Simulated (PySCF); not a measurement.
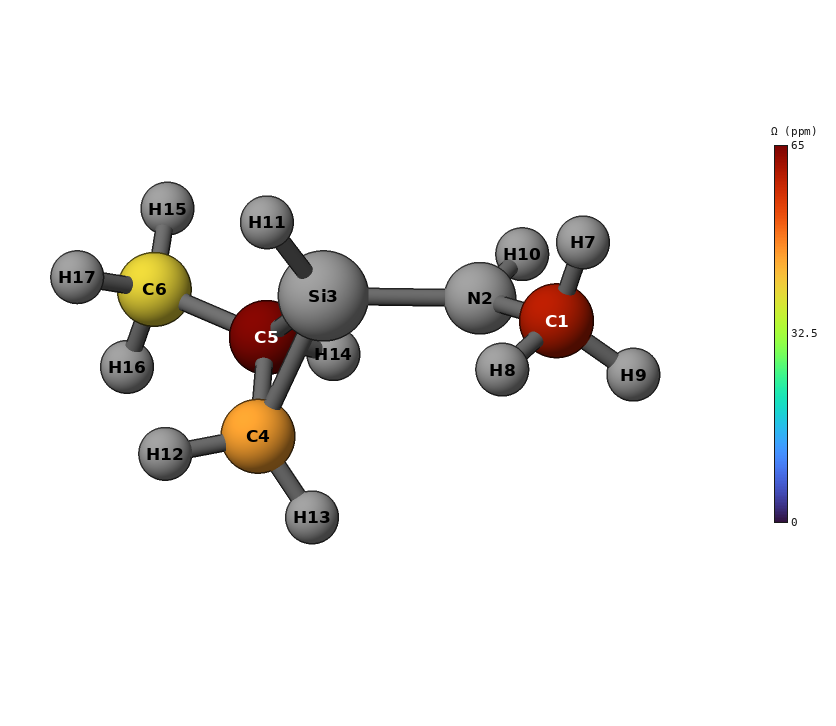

The C atoms are coloured by the span of their shielding tensor. Geometry: a frame of a GFN2-xTB molecular-dynamics simulation, not a minimum. Method: GIAO PBE0/pcSseg-1 NMR shielding, non-relativistic, gas phase (PySCF 2.14.0). Principal shieldings σ11 ≤ σ22 ≤ σ33, span Ω = σ33 − σ11, skew κ = 3(σiso − σ22)/Ω.

Give the shielding tensors of the C atoms.

| atom | σ11 | σ22 | σ33 | σiso | Ω | κ |
| --- | --- | --- | --- | --- | --- | --- |
| C1 | 135.1 | 140.6 | 194.5 | 156.7 | 59.4 | 0.82 |
| C4 | 156.4 | 169.1 | 202.0 | 175.8 | 45.6 | 0.45 |
| C5 | 143.9 | 162.0 | 208.1 | 171.3 | 64.2 | 0.44 |
| C6 | 142.2 | 162.1 | 182.2 | 162.2 | 39.9 | 0.00 |

Shieldings and span in ppm.
